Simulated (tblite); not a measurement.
**Geometry relaxation, with input and output: C$_{7}$H$_{24}$Ge$_{8}$**

C$_{7}$H$_{24}$Ge$_{8}$, computed with GFN2-xTB geometry optimisation, gas phase (tblite 0.8.0).

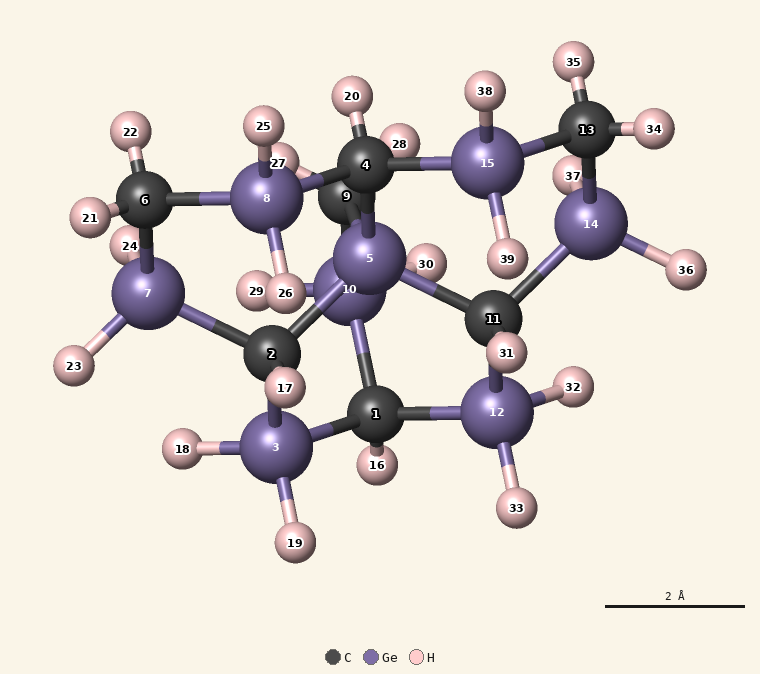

Fig. 1: The input geometry (ball-and-stick view, seen at a tilt; atoms are numbered from 1 in the order of the input). Sticks mark near contacts. Bond lengths as drawn: C–Ge 1.99 to 2.00 Å, C–H 1.08 to 1.09 Å and Ge–H 1.52 to 1.54 Å.

**Summary**

```json
{"quantity": "outcome", "value": "converged"}
{"quantity": "total energy", "value": "−1157.6154 eV"}
{"quantity": "HOMO", "value": "−10.66 eV"}
{"quantity": "LUMO", "value": "−4.72 eV"}
{"quantity": "point group", "value": "Cs"}
{"quantity": "dipole moment", "value": "1.81 D"}
{"quantity": "hardware", "value": "2 CPU threads, shared host"}
{"quantity": "wall time", "value": "3.4 s (CPU time 4.4 s)"}
{"quantity": "peak memory", "value": "0.16 GiB"}
```

**Input**
```
{"job": {"kind": "relax", "xc": "GFN2-xTB", "basis": "xTB"}, "charge": 0, "multiplicity": 1}
C      0.004900     0.105400    -3.220700
C     -1.633100    -0.831300    -0.564400
Ge    -1.624700    -0.836200    -2.552700
C     -0.000700     0.111600     2.097900
Ge    -0.001000     0.106000     0.111300
C     -3.263100     0.106700     2.101500
Ge    -3.259700     0.108900     0.104600
Ge    -1.626500    -0.831200     2.771000
C      0.002700     1.987100    -0.557900
Ge    -0.002800     1.988400    -2.552100
C      1.627800    -0.835100    -0.559600
Ge     1.627400    -0.835900    -2.553700
C      3.256400     0.107900     2.109100
Ge     3.262000     0.106600     0.105200
Ge     1.627700    -0.828800     2.769700
H     -0.001900     0.107800    -4.302800
H     -1.629500    -1.859600    -0.193300
H     -2.880200    -0.116000    -3.064700
H     -1.630500    -2.274600    -3.061200
H      0.002800     1.135700     2.470100
H     -4.152000    -0.402900     2.468900
H     -3.260700     1.136300     2.467200
H     -4.505600    -0.609500    -0.395500
H     -3.264000     1.545300    -0.403600
H     -1.629400    -0.831300     4.300400
H     -1.636000    -2.277300     2.262000
H     -0.889300     2.505300    -0.194900
H      0.889400     2.503600    -0.193000
H     -1.248600     2.710800    -3.065700
H      1.250300     2.710800    -3.060300
H      1.633500    -1.860900    -0.195300
H      2.877200    -0.111300    -3.063500
H      1.628900    -2.276300    -3.065600
H      4.151800    -0.408000     2.471100
H      3.261000     1.136600     2.464100
H      4.509500    -0.611900    -0.405000
H      3.259000     1.549700    -0.406200
H      1.630800    -0.831400     4.296900
H      1.631000    -2.280300     2.259400
```

The first line tells a small driver script what to run in tblite; the rest is the geometry in Å.

Command:
```bash
OMP_NUM_THREADS=2 python <driver script> task.json out
```

**What the program printed**
```
step      E/eV     max force
  0   -1157.41815    0.668
  1   -1157.46510    0.403
  2   -1157.53681    0.323
  3   -1157.55798    0.257
  4   -1157.57611    0.201
  5   -1157.58092    0.118
  6   -1157.58487    0.105
  7   -1157.58762    0.099
  8   -1157.59055    0.139
  9   -1157.59267    0.119
 10   -1157.59453    0.080
 11   -1157.59637    0.085
 12   -1157.59807    0.070
 13   -1157.59915    0.050
 14   -1157.59979    0.037
 15   -1157.60035    0.045
 16   -1157.60098    0.054
 17   -1157.60160    0.048
 18   -1157.60216    0.043
 19   -1157.60273    0.048
 20   -1157.60348    0.049
 21   -1157.60440    0.059
 22   -1157.60523    0.053
 23   -1157.60582    0.040
 24   -1157.60631    0.039
 25   -1157.60691    0.044
 26   -1157.60770    0.059
 27   -1157.60848    0.065
 28   -1157.60904    0.045
 29   -1157.60943    0.037
 30   -1157.60983    0.039
 31   -1157.61036    0.060
 32   -1157.61095    0.066
 33   -1157.61140    0.042
 34   -1157.61169    0.025
 35   -1157.61192    0.029
 36   -1157.61219    0.043
 37   -1157.61247    0.042
 38   -1157.61272    0.028
 39   -1157.61293    0.025
 40   -1157.61317    0.032
 41   -1157.61346    0.038
 42   -1157.61376    0.034
 43   -1157.61399    0.025
 44   -1157.61415    0.024
 45   -1157.61432    0.030
 46   -1157.61453    0.028
 47   -1157.61475    0.025
 48   -1157.61492    0.021
 49   -1157.61505    0.024
 50   -1157.61517    0.027
 51   -1157.61529    0.021
 52   -1157.61539    0.016
```

**Trajectory as extended XYZ (Å, eV, eV/Å), 3 of the 24 frames kept, from step=0 to step=52**
```
39
Properties=species:S:1:pos:R:3:forces:R:3 step=0 energy=-1157.41815
C     0.0049    0.1054   -3.2207   -0.0870   0.0630   0.4860
C    -1.6331   -0.8313   -0.5644   -0.1190   0.2600  -0.1970
Ge   -1.6247   -0.8362   -2.5527    0.2620   0.2380   0.0880
C    -0.0007    0.1116    2.0979    0.0160  -0.5570   0.3690
Ge   -0.0010    0.1060    0.1113   -0.0070   0.0060  -0.0600
C    -3.2631    0.1067    2.1015    0.3970  -0.0990  -0.1610
Ge   -3.2597    0.1089    0.1046    0.3270  -0.2120   0.2530
Ge   -1.6265   -0.8312    2.7710   -0.0650   0.3230  -0.1890
C     0.0027    1.9871   -0.5579   -0.1260  -0.1830  -0.2550
Ge   -0.0028    1.9884   -2.5521    0.0770  -0.3690   0.0980
C     1.6278   -0.8351   -0.5596    0.2220   0.3950  -0.3280
Ge    1.6274   -0.8359   -2.5537   -0.2660   0.1800   0.1590
C     3.2564    0.1079    2.1091   -0.1250  -0.2710  -0.3030
Ge    3.2620    0.1066    0.1052   -0.3830  -0.1720   0.2400
Ge    1.6277   -0.8288    2.7697   -0.0400   0.2140  -0.1890
H    -0.0019    0.1078   -4.3028    0.0160   0.0020  -0.2170
H    -1.6295   -1.8596   -0.1933   -0.0350   0.1430  -0.0520
H    -2.8802   -0.1160   -3.0647    0.1800  -0.1830   0.0080
H    -1.6305   -2.2746   -3.0612   -0.0700   0.1290  -0.0250
H     0.0028    1.1357    2.4701   -0.0150  -0.0350  -0.0090
H    -4.1520   -0.4029    2.4689    0.0440   0.0990   0.0300
H    -3.2607    1.1363    2.4672   -0.0740  -0.1800   0.0280
H    -4.5056   -0.6095   -0.3955    0.1080   0.1530  -0.0650
H    -3.2640    1.5453   -0.4036   -0.0910  -0.2090  -0.0320
H    -1.6294   -0.8313    4.3004    0.0230  -0.1240  -0.1930
H    -1.6360   -2.2773    2.2620    0.0350   0.2880   0.2680
H    -0.8893    2.5053   -0.1949    0.1740  -0.0570   0.0160
H     0.8894    2.5036   -0.1930   -0.0710   0.0030   0.0370
H    -1.2486    2.7108   -3.0657    0.2030  -0.0440   0.0120
H     1.2503    2.7108   -3.0603   -0.2440  -0.0560   0.0150
H     1.6335   -1.8609   -0.1953    0.0060   0.0270   0.0030
H     2.8772   -0.1113   -3.0635   -0.1410  -0.1800   0.0010
H     1.6289   -2.2763   -3.0656    0.0790   0.1650  -0.0130
H     4.1518   -0.4080    2.4711   -0.1940   0.2000  -0.0030
H     3.2610    1.1366    2.4641    0.0710  -0.0800   0.0950
H     4.5095   -0.6119   -0.4050   -0.1480   0.1780  -0.0310
H     3.2590    1.5497   -0.4062    0.1030  -0.2850  -0.0030
H     1.6308   -0.8314    4.2969   -0.0270  -0.1250  -0.1640
H     1.6310   -2.2803    2.2594   -0.0170   0.3510   0.2860
39
Properties=species:S:1:pos:R:3:forces:R:3 step=22 energy=-1157.60523
C    -0.0005    0.1229   -3.2269    0.0030  -0.0130   0.0250
C    -1.6171   -0.8075   -0.5975   -0.0110   0.0020   0.0090
Ge   -1.6015   -0.8087   -2.5696   -0.0020  -0.0230   0.0040
C     0.0000    0.0775    2.1258    0.0020  -0.0140  -0.0120
Ge   -0.0004    0.0941    0.1218    0.0060  -0.0160   0.0400
C    -3.2167    0.0957    2.0935    0.0170  -0.0010  -0.0080
Ge   -3.2144    0.0901    0.1136   -0.0260   0.0180  -0.0340
Ge   -1.6184   -0.8042    2.8068    0.0470  -0.0240  -0.0100
C    -0.0002    1.9586   -0.5547   -0.0050  -0.0230   0.0000
Ge    0.0002    1.9621   -2.5322   -0.0080   0.0130   0.0050
C     1.6165   -0.8082   -0.5985    0.0070   0.0150   0.0140
Ge    1.6011   -0.8090   -2.5707    0.0060  -0.0080   0.0080
C     3.2166    0.0950    2.0932   -0.0090  -0.0130  -0.0100
Ge    3.2136    0.0903    0.1126    0.0180   0.0070  -0.0190
Ge    1.6181   -0.8057    2.8062   -0.0430  -0.0070  -0.0110
H    -0.0009    0.1396   -4.3158    0.0000   0.0070  -0.0180
H    -1.6306   -1.8381   -0.2420    0.0280  -0.0220  -0.0040
H    -2.8441   -0.1325   -3.1105   -0.0150   0.0010   0.0000
H    -1.6304   -2.2372   -3.0829    0.0050   0.0330  -0.0030
H     0.0011    1.1129    2.4706   -0.0020   0.0070  -0.0270
H    -4.1116   -0.4038    2.4575   -0.0120  -0.0060   0.0150
H    -3.2416    1.1188    2.4640   -0.0250   0.0240  -0.0100
H    -4.4464   -0.6034   -0.4265    0.0020   0.0100   0.0140
H    -3.2799    1.5035   -0.4229   -0.0080  -0.0220   0.0120
H    -1.6174   -0.8187    4.3194   -0.0070   0.0320  -0.0100
H    -1.6087   -2.2526    2.3936   -0.0050  -0.0140   0.0100
H    -0.8805    2.4826   -0.1834    0.0040  -0.0040   0.0000
H     0.8799    2.4818   -0.1825    0.0010   0.0010   0.0010
H    -1.2174    2.6973   -3.0545    0.0190   0.0070   0.0070
H     1.2179    2.6953   -3.0550   -0.0110   0.0130   0.0050
H     1.6297   -1.8386   -0.2426   -0.0270  -0.0250  -0.0030
H     2.8442   -0.1309   -3.1104    0.0070  -0.0040   0.0020
H     1.6314   -2.2369   -3.0834   -0.0060   0.0260  -0.0080
H     4.1114   -0.4064    2.4562    0.0000   0.0040   0.0110
H     3.2428    1.1180    2.4644    0.0240   0.0170  -0.0110
H     4.4454   -0.6033   -0.4270    0.0020   0.0090   0.0110
H     3.2784    1.5034   -0.4227    0.0090  -0.0140   0.0070
H     1.6173   -0.8204    4.3187    0.0070   0.0320  -0.0080
H     1.6077   -2.2533    2.3930    0.0060  -0.0240   0.0060
39
Properties=species:S:1:pos:R:3:forces:R:3 step=52 energy=-1157.61539
C    -0.0002    0.1624   -3.2257   -0.0040   0.0020  -0.0030
C    -1.6158   -0.8428   -0.6144   -0.0010   0.0020  -0.0030
Ge   -1.5984   -0.7916   -2.5880    0.0070   0.0120  -0.0010
C     0.0001    0.0696    2.1116   -0.0010   0.0120   0.0020
Ge    0.0001    0.0543    0.1140   -0.0030   0.0040   0.0060
C    -3.2250    0.0816    2.0784   -0.0060   0.0020  -0.0110
Ge   -3.2200    0.0441    0.0984   -0.0030  -0.0100  -0.0020
Ge   -1.6191   -0.7747    2.8311    0.0000   0.0080  -0.0040
C    -0.0004    1.9295   -0.5286    0.0010   0.0050   0.0050
Ge   -0.0006    1.9897   -2.5014    0.0040  -0.0130  -0.0090
C     1.6156   -0.8425   -0.6147    0.0040  -0.0010  -0.0030
Ge    1.5979   -0.7914   -2.5882   -0.0090   0.0090  -0.0010
C     3.2254    0.0798    2.0782    0.0030   0.0050  -0.0100
Ge    3.2201    0.0436    0.0983    0.0040  -0.0060  -0.0050
Ge    1.6190   -0.7754    2.8310    0.0010   0.0030  -0.0060
H    -0.0006    0.1981   -4.3152    0.0010  -0.0060   0.0100
H    -1.6195   -1.8820   -0.2822    0.0040   0.0070   0.0000
H    -2.8510   -0.1140   -3.1078    0.0080  -0.0020   0.0020
H    -1.6102   -2.2000   -3.1481   -0.0060  -0.0070   0.0010
H     0.0003    1.1164    2.4218    0.0000   0.0080  -0.0050
H    -4.1124   -0.4282    2.4492    0.0070  -0.0010   0.0010
H    -3.2794    1.1135    2.4227    0.0050  -0.0050   0.0030
H    -4.4498   -0.6611   -0.4295    0.0040   0.0010   0.0020
H    -3.2965    1.4507   -0.4502   -0.0030  -0.0070  -0.0010
H    -1.6180   -0.6787    4.3397   -0.0080   0.0020   0.0080
H    -1.6158   -2.2465    2.5138    0.0020  -0.0110  -0.0060
H    -0.8802    2.4438   -0.1428   -0.0020   0.0020   0.0080
H     0.8792    2.4444   -0.1430    0.0010   0.0010   0.0070
H    -1.2140    2.7397   -3.0077   -0.0060   0.0030   0.0020
H     1.2133    2.7399   -3.0071    0.0030   0.0010   0.0030
H     1.6194   -1.8817   -0.2827   -0.0040   0.0070   0.0000
H     2.8501   -0.1143   -3.1084   -0.0030   0.0020   0.0000
H     1.6095   -2.1997   -3.1483    0.0060  -0.0080   0.0010
H     4.1124   -0.4304    2.4490   -0.0050  -0.0020   0.0010
H     3.2803    1.1116    2.4227   -0.0040  -0.0040   0.0040
H     4.4501   -0.6611   -0.4303   -0.0050   0.0010   0.0020
H     3.2966    1.4509   -0.4493    0.0020  -0.0100   0.0000
H     1.6180   -0.6798    4.3395    0.0080   0.0020   0.0080
H     1.6145   -2.2473    2.5130   -0.0020  -0.0080  -0.0050
```
